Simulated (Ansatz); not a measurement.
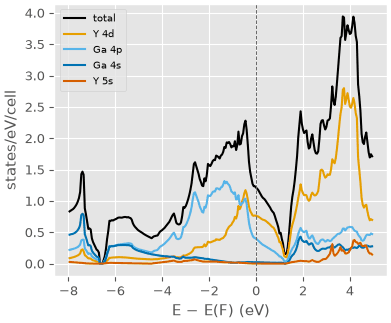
Total and projected density of states of YGa2 in space group P6/mmm (No. 191; Ga on 2d, Y on 1a), plane-wave PAW PBEsol (Ansatz code)

**Question.** Which orbitals carry the states next to the Fermi level?

**Answer.** Within 0.5 eV of the Fermi level: Y 4d 60 %, Ga 4p 36 %. Projections are on Löwdin-orthogonalised atomic valence shells; empty p or d shells of many metals are not among them.

**Question.** Where is the tallest occupied peak in this window, and what makes it?

**Answer.** Near -0.4 eV, about 2.3 states/eV per cell; the largest projected share is Y 4d.

The workflow started from an entry of the Crystallography Open Database (COD). Whether it is the stable phase at ambient conditions was not checked. The PBEsol relaxation kept the symmetry of its start; whether a distortion lowers the energy is not shown. No spin polarisation was allowed. Scalar-relativistic: spin–orbit coupling is off unless named, which matters more the heavier the elements.

Potentials: the later of the program's two PAW sets.
